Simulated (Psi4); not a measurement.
# WH2O4 (tungstic acid): HSE06/def2-SVP (core potential)

Aim: the energy change on altering one bond length of WH2O4 (tungstic acid) at HSE06/def2-SVP (core potential), from 2 runs. 

The calculation is run with Psi4 1.11.

1 further run of the same task is left out (set aside as unsound or not needed).

### 1 The molecule

WH2O4 has 7 atoms, charge 0, and is taken as a singlet. SMILES: `[O]=[W](=[O])([OH])[OH]`. The shape is that of a PBE0-D4/def2-TZVP optimisation. This is one conformer, not always the lowest.

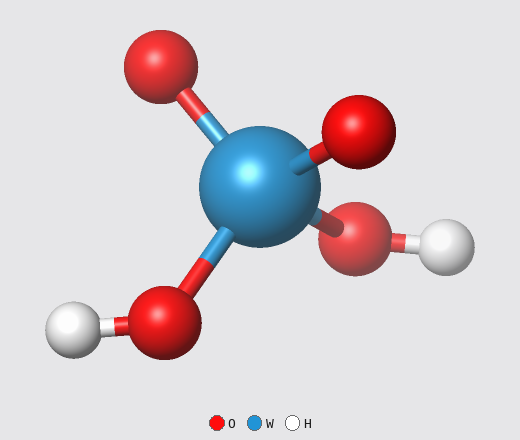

Viewed from a chosen angle; oxygen red, tungsten blue, hydrogen white.

### 2 Energy and forces at HSE06/def2-SVP (core potential)

h2o4w.dat

```
memory 2200 mb

molecule {
  0 1
  O
  W 1 1.70432
  O 2 1.704319 1 108.86557
  O 2 1.88119 3 108.70112 1 -119.70312
  O 2 1.881193 3 109.89948 1 118.94507
  H 4 0.959739 2 124.96904 3 128.95257
  H 5 0.959743 2 124.9656 3 9.91798
  symmetry c1
}

set basis def2-SVP
set puream true
set e_convergence 1e-09
set d_convergence 1e-08
set scf_type pk
set dft_radial_points 99
set dft_spherical_points 590

gradient("hse06")
```

Started as:

```console
$ psi4 -i h2o4w.dat -o h2o4w.out -n 1
```

h2o4w.out:

```text
[...]
    !!!  WARNING: ECP capability is in beta. Please check occupations closely.  !!!
[...]
  Running in c1 symmetry.
[...]
  Nuclear repulsion =  223.985914785337428
[...]
  Multiplicity = 1
[...]
  Nalpha       = 24
  Nbeta        = 24
[...]
    Number of basis functions: 98
[...]
   @RKS iter   1:  -367.80028739265344   -3.42532e-01   1.62560e-02 ADIIS/DIIS
[...]
   @RKS iter  14:  -368.83836964476734    1.50635e-11   2.70047e-09 DIIS
[...]
    Orbital Energies [Eh]
    ---------------------
    Doubly Occupied:
       1A    -19.242978     2A    -19.242915     3A    -19.212038
       4A    -19.211976     5A     -3.087714     6A     -1.739644
       7A     -1.733878     8A     -1.727677     9A     -1.022089
      10A     -1.012863    11A     -0.925317    12A     -0.909752
      13A     -0.554528    14A     -0.554288    15A     -0.436786
      16A     -0.433388    17A     -0.431573    18A     -0.413234
      19A     -0.382348    20A     -0.363285    21A     -0.358747
      22A     -0.340568    23A     -0.335887    24A     -0.311420
[...]
  @RKS Final Energy:  -368.83836964476734
   => Energetics <=
    Nuclear Repulsion Energy =            223.9859147853374282
    One-Electron Energy =                -973.9866855980628770
    Two-Electron Energy =                 414.1657424669659804
    DFT Exchange-Correlation Energy =     -33.0033412990078716
    Empirical Dispersion Energy =           0.0000000000000000
    VV10 Nonlocal Energy =                  0.0000000000000000
    Total Energy =                       -368.8383696447673401
[...]
 Multipole Moments:
 ------------------------------------------------------------------------------------
     Multipole            Electronic (a.u.)      Nuclear  (a.u.)        Total (a.u.)
 ------------------------------------------------------------------------------------
 L = 1.  Multiply by 2.5417464519 to convert [e a0] to [Debye]
 Dipole X            :          0.0017625           -0.0016057            0.0001568
 Dipole Y            :         -3.0819844            4.0461515            0.9641672
 Dipole Z            :         -2.2042938            2.8938173            0.6895235
 Magnitude           :                                                    1.1853527
[...]
  -Total Gradient:
     Atom            X                  Y                   Z
    ------   -----------------  -----------------  -----------------
       1       -0.000385077165     0.000885426288     0.003059485991
       2        0.000014070976    -0.001668267155    -0.001189733397
       3        0.000377097478     0.003185008622    -0.000152407805
       4        0.000060262581     0.000911475051    -0.001493616134
       5       -0.000063913297    -0.001119938978     0.001342740781
       6       -0.004082648164    -0.002701343844     0.001485601645
       7        0.004080004883     0.000532537212    -0.003033834978
[...]
```

Wall time 39 s (1 thread of AMD EPYC 9R45 (Zen 5), shared host); peak memory 1.3 GiB.

### 3 The distorted shape

calc.inp

```
memory 2200 MB

molecule geom {
  0 1
  O     -1.862011     1.110565    -0.586837
  W     -0.530981     0.053115    -0.464917
  O      0.838560     0.682730     1.599940
  O     -1.135511    -1.717685    -0.270787
  O      0.524389     0.231205    -2.011967
  H     -2.045461    -2.003185    -0.378397
  H      1.471879     0.383995    -2.016827
  symmetry c1
}

set {
  basis def2-SVP
  puream true
  e_convergence 1e-09
  d_convergence 1e-08
  scf_type pk
  dft_radial_points 99
  dft_spherical_points 590
}

e_tot, wfn = gradient('hse06', return_wfn=True)
oeprop(wfn, 'WIBERG_LOWDIN_INDICES', 'MAYER_INDICES', 'DIPOLE', title='HSE06')
```

Started as:

```console
$ psi4 calc.inp calc.out -n 1
```

calc.out, shortened:

```text
[...]
    !!!  WARNING: ECP capability is in beta. Please check occupations closely.  !!!
[...]
  Running in c1 symmetry.
[...]
  Nuclear repulsion =  204.921491020920143
[...]
  Multiplicity = 1
[...]
  Nalpha       = 24
  Nbeta        = 24
[...]
    Number of basis functions: 98
[...]
   @RKS iter   1:  -367.00212670543448    1.79825e-01   1.79933e-02 DIIS/ADIIS
[...]
   @RKS iter  20:  -368.61735235211569    3.04112e-11   9.78467e-09 DIIS
[...]
  @RKS Final Energy:  -368.61735235211569
   => Energetics <=
    Nuclear Repulsion Energy =            204.9214910209201435
    One-Electron Energy =                -935.2999821960249847
    Two-Electron Energy =                 394.5507255660129431
    DFT Exchange-Correlation Energy =     -32.7895867430237757
    Empirical Dispersion Energy =           0.0000000000000000
    VV10 Nonlocal Energy =                  0.0000000000000000
    Total Energy =                       -368.6173523521156881
[...]
  -Total Gradient:
     Atom            X                  Y                   Z
    ------   -----------------  -----------------  -----------------
       1       -0.022824355120     0.018056795852    -0.001244965361
       2       -0.048206776979    -0.034865365581    -0.094197614591
       3        0.069057038225     0.032300183243     0.106859512302
       4       -0.010735380846    -0.018984166639     0.001382838174
       5        0.015959227779     0.001170621643    -0.013096215688
       6        0.006764997394     0.003883573151    -0.000157440044
       7       -0.009959017383    -0.001519566369     0.000544984036
[...]
 Multipole Moments:
 ------------------------------------------------------------------------------------
     Multipole            Electronic (a.u.)      Nuclear  (a.u.)        Total (a.u.)
 ------------------------------------------------------------------------------------
 L = 1.  Multiply by 2.5417464519 to convert [e a0] to [Debye]
 Dipole X            :         -5.8064561            5.3016895           -0.5047666
 Dipole Y            :          0.5873102           -1.7507633           -1.1634531
 Dipole Z            :         -4.9582527            3.2617006           -1.6965521
 Magnitude           :                                                    2.1181835
[...]
```

Wall time 49 s (1 thread of AMD EPYC 9R45 (Zen 5), shared host); peak memory 1.3 GiB.

### 4 Results

At HSE06/def2-SVP (core potential):

| quantity | value |
| --- | --- |
| first shape: total energy | -368.83837 Eh |
| first shape: dipole moment | 3.01 D |
| first shape: HOMO energy | -8.47 eV |
| first shape: LUMO energy | -1.86 eV |
| first shape: HOMO–LUMO gap | 6.61 eV |
| first shape: largest force on an atom | 0.263 eV/Å |
| distorted shape: total energy | -368.61735 Eh |
| distorted shape: dipole moment | 5.38 D |
| distorted shape: HOMO energy | -6.21 eV |
| distorted shape: LUMO energy | -3.94 eV |
| distorted shape: HOMO–LUMO gap | 2.27 eV |
| distorted shape: largest force on an atom | 6.750 eV/Å |
| energy change with the W2–O3 bond stretched from 1.704 to 2.556 Å | 6.014 eV |

With the W2–O3 bond stretched from 1.704 to 2.556 Å the energy rises by 6.01 eV (139 kcal/mol). The first shape isn't relaxed at this level, so the change isn't measured from a minimum. A restricted reference can't describe the breaking bond well at this length. The largest force (first shape) is 0.26 eV/Å: the shape isn't a stationary point for this species at this level.
